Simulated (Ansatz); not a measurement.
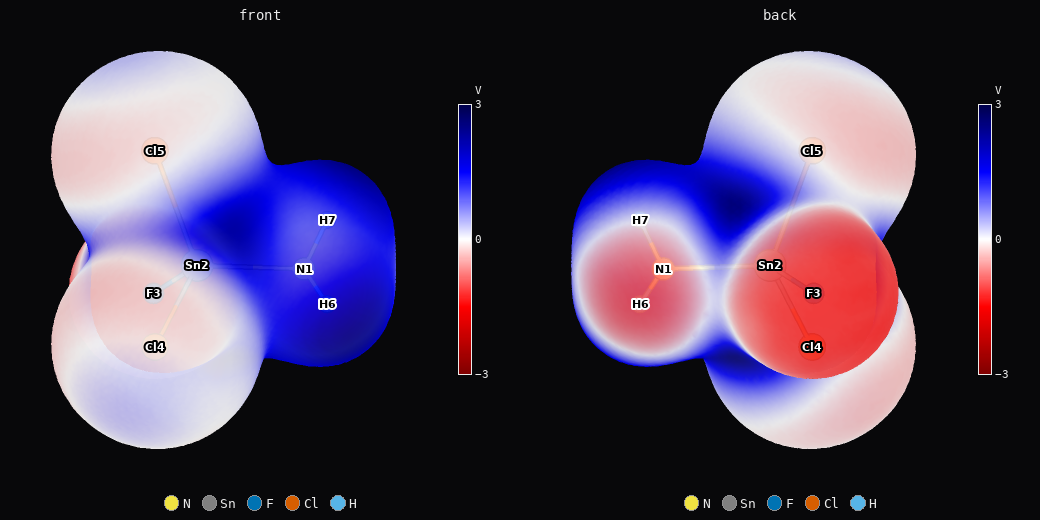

The picture shows: Cl2FH2NSn (SMILES [NH2][Sn]([F])([Cl])[Cl]). The molecular electrostatic potential painted on the density surface at 0.002 e/bohr³, seen from the front and from behind; red is negative and blue positive.

Geometry: PBE0-D4/def2-TZVP; core potentials replace the inner electrons of Sn.

All numbers below come from Ansatz, RKS PBE0-D4/def2-TZVPP.

```yaml
atoms:
  - { symbol: N, position_ang: [-0.3427, 0.6209, 1.1623] }
  - { symbol: Sn, position_ang: [0.2883, -0.4047, -0.4207] }
  - { symbol: F, position_ang: [1.5737, -1.6842, 0.1344] }
  - { symbol: Cl, position_ang: [-1.3875, -1.6361, -1.3908] }
  - { symbol: Cl, position_ang: [1.3920, 0.9108, -1.9432] }
  - { symbol: H, position_ang: [-1.3383, 0.5178, 1.3166] }
  - { symbol: H, position_ang: [-0.1243, 1.6076, 1.0957] }
```

### Which sites attract a positive test charge, and which a negative one?

A positive charge is drawn to the negative regions and a negative charge to the positive ones. The most negative region (about −1.3 V) lies over F3, the most positive (about +2.5 V) over Sn2, H6 and H7. Cl4 shows a σ-hole: about +0.3 V at the tip opposite its bond, against about −0.1 V on its flanks. Cl5 shows a σ-hole: about +0.3 V at the tip opposite its bond, against about −0.1 V on its flanks.
